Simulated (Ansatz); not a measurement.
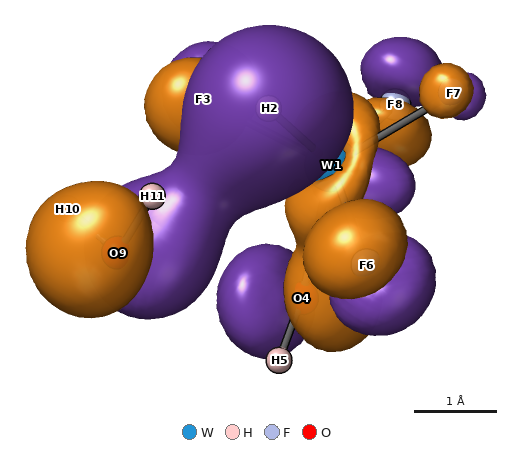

Figure 1: F4H2OW···H2O. The HOMO−1 at ±0.1 Å⁻³ᐟ² (orange and purple are the two phases), seen at an oblique angle.

Core potentials replace the inner electrons of W; not at a stationary point (largest force 0.7 eV/Å).

These are results of RKS revPBE/def2-SVP in Ansatz 0.2.0, not measurements.

```xyz
11

W    -0.0070   -0.1040   -0.3195
H     0.5968   -0.5869    1.2191
F     1.8672    0.0726   -0.4484
O    -0.2923    1.6375   -1.0166
H    -0.6033    2.3218   -0.3856
F    -1.3606    0.4843    0.8837
F    -0.9831   -1.7086   -0.1225
F     0.1575   -0.8253   -2.0558
O     1.2066    1.8067    1.8435
H     2.1339    1.7364    1.5374
H     1.0565    0.9089    2.2432
```

### Where does this orbital lie, and at what energy?

It lies mainly on O9 (about 25 %), H2 (about 15 %), W1 (about 15 %), F6 (about 15 %), O4 (about 10 %) and F3 (about 10 %). Its energy is −8.17 eV.
